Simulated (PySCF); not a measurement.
```yaml
atoms:
  - { symbol: F, position_ang: [2.1276, -2.0595, -0.8170] }
  - { symbol: C, position_ang: [1.9992, -0.6822, -0.6042] }
  - { symbol: F, position_ang: [3.0948, -0.1977, -1.3103] }
  - { symbol: O, position_ang: [2.0192, -0.3530, 0.6421] }
  - { symbol: C, position_ang: [0.6970, 0.2826, 1.1786] }
  - { symbol: C, position_ang: [0.1115, 1.2370, 0.3688] }
  - { symbol: O, position_ang: [-1.2202, 1.2118, -0.0763] }
  - { symbol: Si, position_ang: [-2.3588, 0.0969, -0.1133] }
  - { symbol: H, position_ang: [1.1029, -0.3645, -1.1770] }
  - { symbol: H, position_ang: [0.0558, -0.5385, 1.4920] }
  - { symbol: H, position_ang: [0.6651, 2.0395, -0.0953] }
  - { symbol: H, position_ang: [-2.1111, -1.0888, -0.9584] }
  - { symbol: H, position_ang: [-2.6965, -0.4447, 1.2211] }
  - { symbol: H, position_ang: [-3.4870, 0.8607, -0.6527] }
```

Geometry: GFN2-xTB.

Computed with PySCF 2.14.0, density-fitted response routines, UKS B3LYP, pcH-1 on C F H O Si, non-relativistic, mean-field spin-orbit, GIAO.

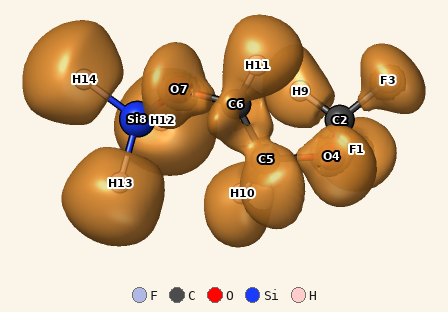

C3H6F2O2Si (SMILES FC(F)O[CH-][CH]O[SiH3]) (charge −1, doublet). Isosurface of the electron localisation function at 0.75 (orange), seen from one side. Core shells and regions of very low density are left out.

**Identify the bonds, lone pairs and shells in this picture.**

At this value the surface marks out four regions around hydrogen nuclei, two regions on F in which the atom's valence shell and bonds are merged, two regions on O in which the atom's valence shell and bonds are merged and one joined region spread over several atoms (C, H), in which their bonds and any lone pairs are merged. Along the contacts the grid gives the following. C–O (1.29 Å): the ELF peaks at about 0.90 between the atoms; a short, strongly polar bond. C–C (1.38 Å): the ELF peaks at about 0.95 between the atoms: a covalent bond.
